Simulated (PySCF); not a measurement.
**S2H2: structure of the triplet**

The task is one start of a wider search on S2H2: the triplet, from a linear X-M-M-X start. It is relaxed, tested by its Hessian and followed downhill if it is a saddle.

The runs use PySCF 2.14.0; PBE0, basis S def2-TZVP, H def2-TZVP, no relativity, density fitting.

**1. Where the work starts**

4 atoms, charge 0, spin multiplicity 3.

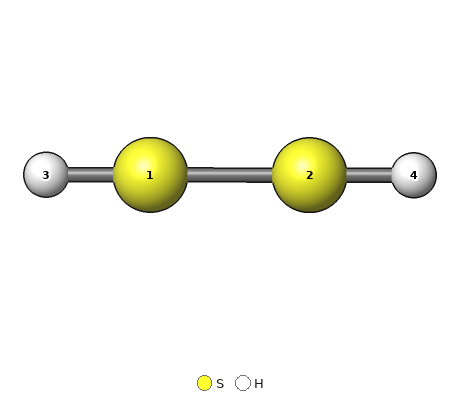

The starting geometry (sulfur yellow, hydrogen white); atoms are numbered from 1 in the order of the file.

```xyz
4
charge 0 multiplicity 3
S     0.0000    0.0000    1.0300
S     0.0000    0.0000   -1.0300
H     0.0000    0.0000    2.3800
H     0.0000    0.0000   -2.3800
```

**2. The SCF at the typed geometry**

One driver script runs all steps and calls PySCF; scf.py shows how it sets up the SCF of each step. The optimiser is the driver's own. After this first run the driver tries any further starts and a stability analysis.

scf.py

```python
from pyscf import gto, scf, dft
mol = gto.M(atom='''
S      0.000000     0.000000     1.030000
S      0.000000     0.000000    -1.030000
H      0.000000     0.000000     2.380000
H      0.000000     0.000000    -2.380000''',
    basis={'S': 'def2-TZVP', 'H': 'def2-TZVP'},
    charge=0, spin=2)
mf = dft.UKS(mol, xc='PBE0')
mf.grids.atom_grid = (50, 194)
aux = {'S': 'def2-universal-JKFIT', 'H': 'def2-universal-JKFIT'}
mf = mf.density_fit(auxbasis=aux)
mf.conv_tol = 1e-08
mf.diis_space = 10
mf.max_cycle = 60
mf.init_guess = 'minao'
mf.verbose = 4
mf.kernel()
```

Launch:

```console
OMP_NUM_THREADS=4 python axn.py task.json out
```

What it wrote:

```text
init E= -797.37936159564
[... the frontier-level lines of each cycle are left out ...]
cycle= 1 E= -797.178779409857  delta_E= 0.201  |g|= 0.105  |ddm|=  1.5
cycle= 2 E= -797.182239721248  delta_E= -0.00346  |g|= 0.0796  |ddm|= 0.243
cycle= 3 E= -797.185942797679  delta_E= -0.0037  |g|= 0.0274  |ddm|= 0.134
cycle= 4 E= -797.186372514362  delta_E= -0.00043  |g|= 0.00441  |ddm|= 0.0331
cycle= 5 E= -797.186396625048  delta_E= -2.41e-05  |g|= 0.000657  |ddm|= 0.0104
cycle= 6 E= -797.186397139145  delta_E= -5.14e-07  |g|= 0.000255  |ddm|= 0.00155
cycle= 7 E= -797.186397176345  delta_E= -3.72e-08  |g|= 3.75e-05  |ddm|= 0.000446
cycle= 8 E= -797.18639717794  delta_E= -1.59e-09  |g|= 4.75e-06  |ddm|= 8.1e-05
Extra cycle  E= -797.186397177975  delta_E= -3.5e-11  |g|= 2.08e-06  |ddm|= 1.39e-05
converged SCF energy = -797.186397177975  <S^2> = 2.0142979  2S+1 = 3.0095168
```

This step, with its further starts and checks, took 7.5 s on 4 threads of Arm Neoverse V1, shared host.

Energies from each starting density:

```
                      start  energy (Eh)
    the minimal-basis guess  -797.186397
a thermally smeared density  -797.186397
      a smeared PBE density  -797.186397
```

The test of internal stability and the other starts found no lower solution of this spin.

**3. Linear X-M-M-X start, triplet: relaxation**

The program finds D∞h symmetry in the start, which this walk keeps. Threshold on the gradient: 0.0003 Eh/bohr, with a further test on the energy change.

Edit scf.py of step 2 so:

```diff
@@ -16 +15,0 @@
-mf.init_guess = 'minao'
```

Steps of the walk:

```
step  energy (Eh)  change (kJ/mol)  largest symmetric gradient (Eh/bohr)
   0  -797.186397             0.00                               0.05799
   1  -797.206952           -53.97                               0.02959
   2  -797.211886           -66.92                               0.01566
   3  -797.213746           -71.80                               0.00480
   4  -797.214030           -72.55                               0.00074
   5  -797.214051           -72.61                               0.00020
   6  -797.214052           -72.61                               0.00004
```

The walk took 6 s.

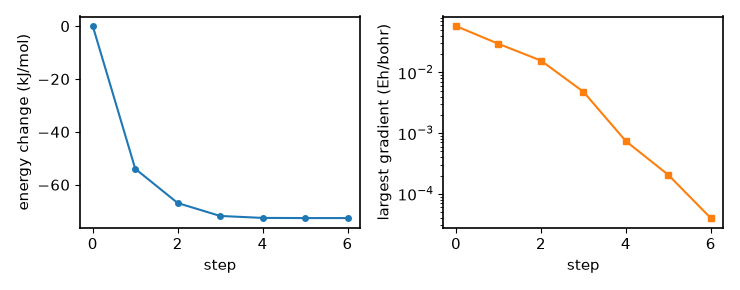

How energy and gradient fall.

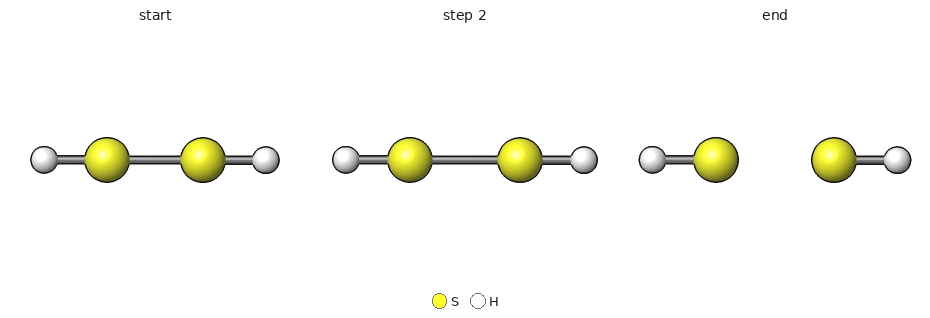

The geometry along the walk, at one scale.

After 6 steps and 72.6 kJ/mol it ends at D∞h: S–H 1.361 Å (×2), S–S 2.535 Å; H–S–S 180.0° (×2).

**4. Vibrations and properties at this point**

On the finer grid the gradient is checked again; gradients at displacements of ±0.02 bohr then give force constants and infrared intensities.

Edit scf.py of step 3 so:

```diff
@@ -3,4 +3,4 @@
-S      0.000000     0.000000     1.030000
-S      0.000000     0.000000    -1.030000
-H      0.000000     0.000000     2.380000
-H      0.000000     0.000000    -2.380000''',
+S     -0.000000     0.000000     1.267639
+S      0.000000     0.000000    -1.267639
+H     -0.000000     0.000000     2.629120
+H      0.000000    -0.000000    -2.629120''',
@@ -10 +10 @@
-mf.grids.atom_grid = (50, 194)
+mf.grids.atom_grid = (75, 302)
@@ -13 +13 @@
-mf.conv_tol = 1e-08
+mf.conv_tol = 1e-10
```

The driver hands on the density of the step before, so the log starts near convergence.

Log of the central SCF (cycles and frontier levels):

```text
init E= -797.214065806658
[... the frontier-level lines of each cycle are left out ...]
cycle= 1 E= -797.21406580666  delta_E= -2.16e-12  |g|= 1.16e-06  |ddm|= 2.13e-06
Extra cycle  E= -797.214065806655  delta_E= 4.55e-12  |g|= 1.37e-06  |ddm|= 2.47e-06
converged SCF energy = -797.214065806655  <S^2> = 2.0133022  2S+1 = 3.0088551
```

The whole step took 16 s.

Geometry: D∞h; S–H 1.361 Å (×2), S–S 2.535 Å; H–S–S 180.0° (×2).

Modes, for the most abundant isotopes:

```json
{"symmetry": "πu", "ω (cm⁻¹)": "509i", "IR (km/mol)": "112", "μ (u)": "1.04"}
{"symmetry": "σg+", "ω (cm⁻¹)": "231", "IR (km/mol)": "0.0", "μ (u)": "17.78"}
{"symmetry": "πg", "ω (cm⁻¹)": "529", "IR (km/mol)": "0.0", "μ (u)": "1.14"}
{"symmetry": "σu+", "ω (cm⁻¹)": "2573", "IR (km/mol)": "0.7", "μ (u)": "1.04"}
{"symmetry": "σg+", "ω (cm⁻¹)": "2581", "IR (km/mol)": "0.0", "μ (u)": "1.03"}
```

With 2 modes imaginary (up to 509i cm⁻¹) this point is a saddle.

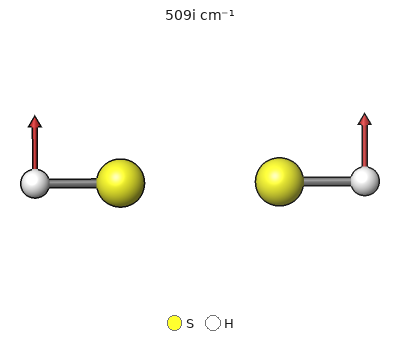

The imaginary mode, as arrows.

Constants and moments:

```
Dipole moment                                                   : 0.00 D
Highest occupied level                                          : -7.34 eV
Lowest empty level                                              : -4.75 eV
Rotational constants                                            : 0.1445 cm⁻¹
Zero-point energy (real modes)                                  : 38.5 kJ/mol
Principal polarisabilities                                      : 24.7, 24.7, 121.2 bohr³
Atomisation energy without zero-point energy                    : 694 kJ/mol
Principal traceless quadrupole moments about the centre of mass : -4.75, -4.75, 9.50 D Å
Spin squared ⟨S²⟩                                               : 2.013
```

Charges (e) and bond orders:

| atom | Mulliken | Löwdin | polar tensor | spin (Mulliken) | Mayer order to S1 |
| --- | --- | --- | --- | --- | --- |
| S1 | -0.14 | 0.00 | -0.11 | 1.04 | – |
| S2 | -0.14 | 0.00 | -0.11 | 1.04 | 1.09 |
| H3 | 0.14 | 0.00 | 0.11 | -0.04 | 0.92 |
| H4 | 0.14 | 0.00 | 0.11 | -0.04 | 0.02 |

Outer orbital energies (eV). α occupied: -21.24, -20.30, -13.12, -9.83, -9.15, -9.15, -8.06, -8.06; empty: -0.09, 2.11, 4.19, 6.38. β occupied: -162.22, -162.22, -20.07, -18.95, -12.96, -9.35, -7.34, -7.34; empty: -4.75, -4.75, 0.29, 2.27.

Mulliken populations on S1: s 5.93, p 10.13, d 0.08, f 0.01.

**5. Leaving the saddle point**

The atoms are moved a little along the softest imaginary mode and relaxed again.

The program finds C2v symmetry in the start, which this walk keeps. The walk stops when the largest gradient is under 0.0003 Eh/bohr and the energy has settled too.

Edit scf.py of step 4 so:

```diff
@@ -3,4 +3,4 @@
-S     -0.000000     0.000000     1.267639
-S      0.000000     0.000000    -1.267639
-H     -0.000000     0.000000     2.629120
-H      0.000000    -0.000000    -2.629120''',
+S     -0.003775    -0.000242     1.267639
+S     -0.003775    -0.000242    -1.267639
+H      0.119754     0.007687     2.629120
+H      0.119754     0.007687    -2.629120''',
@@ -10 +10 @@
-mf.grids.atom_grid = (75, 302)
+mf.grids.atom_grid = (50, 194)
@@ -13 +13 @@
-mf.conv_tol = 1e-10
+mf.conv_tol = 1e-08
```

Steps of the walk:

```
step  energy (Eh)  change (kJ/mol)  largest symmetric gradient (Eh/bohr)
   0  -797.214538             0.00                               0.00281
   1  -797.215521            -2.58                               0.00321
   2  -797.217563            -7.94                               0.00814
   3  -797.220029           -14.42                               0.01566
   4  -797.221280           -17.70                               0.03384
   5  -797.226752           -32.07                               0.01539
   6  -797.230003           -40.60                               0.00707
   7  -797.233826           -50.64                               0.01524
   8  -797.236512           -57.69                               0.01798
   9  -797.239695           -66.05                               0.00892
  10  -797.242088           -72.33                               0.00922
  11  -797.244313           -78.17                               0.00953
  12  -797.245147           -80.36                               0.02132
  13  -797.247134           -85.58                               0.00268
  14  -797.247917           -87.64                               0.00184
  15  -797.248256           -88.53                               0.00506
  16  -797.248352           -88.78                               0.00102
  17  -797.248369           -88.82                               0.00041
  18  -797.248372           -88.83                               0.00003
```

The walk took 18 s.

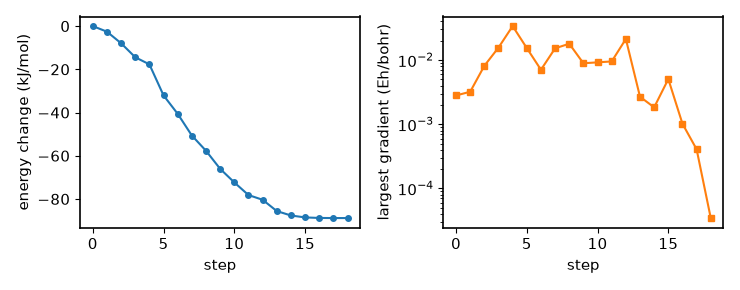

Energy and largest gradient along the walk.

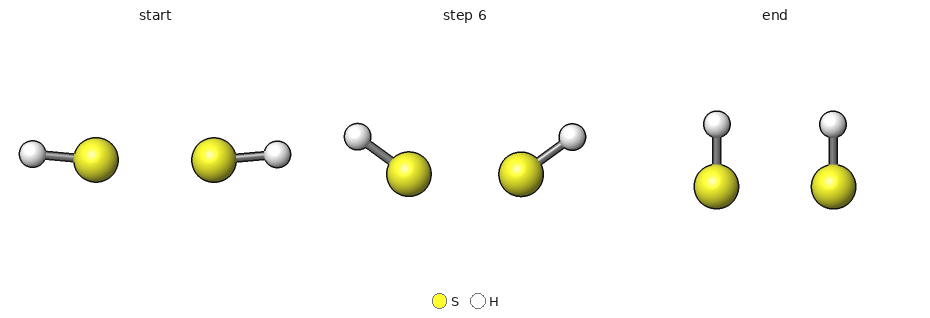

The geometry along the walk, at one scale.

After 18 steps and 88.8 kJ/mol it ends at C2v: S–H 1.342 Å (×2), S–S 2.517 Å; H–S–S 89.5° (×2).

**6. Hessian and properties**

The same treatment as at the point before.

Edit scf.py of step 5 so:

```diff
@@ -3,4 +3,4 @@
-S     -0.003775    -0.000242     1.267639
-S     -0.003775    -0.000242    -1.267639
-H      0.119754     0.007687     2.629120
-H      0.119754     0.007687    -2.629120''',
+S     -0.040935    -0.002628     1.258348
+S     -0.040935    -0.002628    -1.258348
+H      1.298611     0.083357     1.245969
+H      1.298611     0.083357    -1.245969''',
@@ -10 +10 @@
-mf.grids.atom_grid = (50, 194)
+mf.grids.atom_grid = (75, 302)
@@ -13 +13 @@
-mf.conv_tol = 1e-08
+mf.conv_tol = 1e-10
```

Log of the central SCF (cycles and frontier levels):

```text
init E= -797.24837172926
[... the frontier-level lines of each cycle are left out ...]
cycle= 1 E= -797.248371729206  delta_E= 5.39e-11  |g|= 9.31e-06  |ddm|= 1.28e-05
Extra cycle  E= -797.248371728845  delta_E= 3.61e-10  |g|= 2.42e-05  |ddm|= 3.33e-05
converged SCF energy = -797.248371728845  <S^2> = 2.0114278  2S+1 = 3.0076089
```

The whole step took 20 s on 4 threads of Arm Neoverse V1, shared host.

Geometry: C2v; S–H 1.342 Å (×2), S–S 2.517 Å; H–S–S 89.5° (×2).

Modes, for the most abundant isotopes:

| symmetry | ω (cm⁻¹) | IR (km/mol) | μ (u) |
| --- | --- | --- | --- |
| a1 | 300 | 0.1 | 15.39 |
| a2 | 356 | 0.0 | 1.04 |
| b2 | 440 | 12.0 | 1.07 |
| a1 | 496 | 8.5 | 1.04 |
| b2 | 2720 | 6.6 | 1.04 |
| a1 | 2730 | 0.0 | 1.04 |

All wavenumbers are real: a minimum.

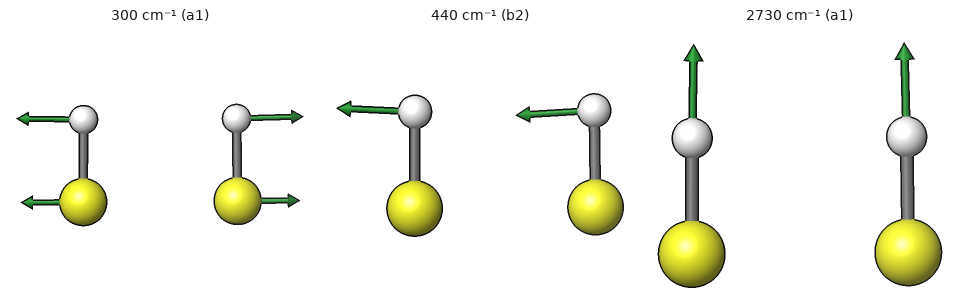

How the atoms move in 3 of the modes.

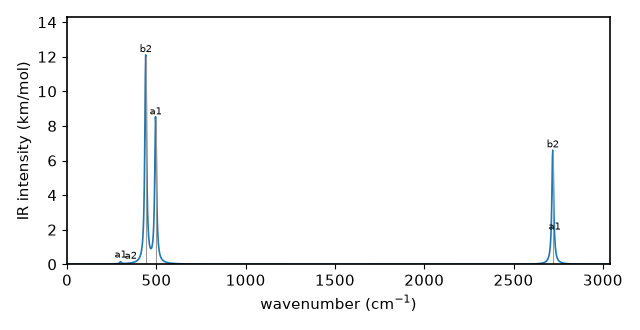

The harmonic infrared spectrum (widths in cm⁻¹). Lines are broadened to a width of 12 cm⁻¹ (Lorentzian).

Properties at this point:

- Dipole moment: 1.60 D
- Highest occupied level: -5.87 eV
- Lowest empty level: -4.61 eV
- Rotational constants: 4.788, 0.1615, 0.1562 cm⁻¹
- Zero-point energy: 42.1 kJ/mol
- Principal polarisabilities: 24.7, 35.2, 103.4 bohr³
- Atomisation energy without zero-point energy: 784 kJ/mol
- Principal traceless quadrupole moments about the centre of mass: -3.45, -2.09, 5.53 D Å
- Entropy at 298.15 K and 1 bar (electronic part: spin only): 274.0 J/(mol K)
- Heat capacity Cp at 298.15 K: 57.9 J/(mol K)
- Enthalpy at 298.15 K above 0 K: 13.26 kJ/mol
- Rotational symmetry number: 2
- Spin squared ⟨S²⟩: 2.011

Charges (e) and bond orders:

```tsv
atom	Mulliken	Löwdin	polar tensor	spin (Mulliken)	Mayer order to S1
S1	-0.17	-0.02	-0.07	1.03	–
S2	-0.17	-0.02	-0.07	1.03	1.00
H3	0.17	0.02	0.07	-0.03	0.95
H4	0.17	0.02	0.07	-0.03	0.00
```

Mulliken populations on S1: s 5.91, p 10.17, d 0.09, f 0.00.

**7. All stationary points**

| spin | group | bonds | imaginary modes (cm⁻¹) | ΔE (kJ/mol) | with zero-point energy |
| --- | --- | --- | --- | --- | --- |
| triplet | C2v | S–H 1.342 Å (×2), S–S 2.517 Å | none | 0.0 | 0.0 |
| triplet | D∞h | S–H 1.361 Å (×2), S–S 2.535 Å | 509i, 509i | 90.1 | – |

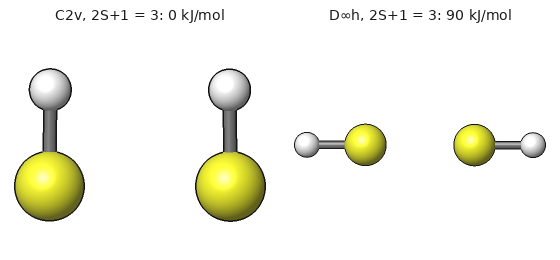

The points, lowest first (sulfur yellow, hydrogen white).

**8. Results**

| quantity | value |
| --- | --- |
| minimum | triplet, C2v |
| geometry | S–H 1.342 Å (×2), S–S 2.517 Å; H–S–S 89.5° (×2) |
| wavenumbers (cm⁻¹) | 300 (a1), 356 (a2), 440 (b2), 496 (a1), 2720 (b2), 2730 (a1) |
| dipole moment | 1.60 D |
| highest occupied, lowest empty level (either spin) | -5.87, -4.61 eV |
| polar-tensor charge of S1 | -0.07 e |
| zero-point energy | 42.1 kJ/mol |
| entropy at 298.15 K | 274.0 J/(mol K) |
| atomisation energy (no zero-point energy) | 784 kJ/mol |
| ⟨S²⟩ | 2.011 |

The linear X-M-M-X start (D∞h) ends in a minimum of C2v symmetry, after a stop at a second-order saddle point 90.1 kJ/mol higher, from which it was pushed off along an imaginary mode. The strongest infrared band lies at 440 cm⁻¹ (b2). Only this shape and spin were tried, so other structures or states may lie lower.

The search up to here took 68 s.
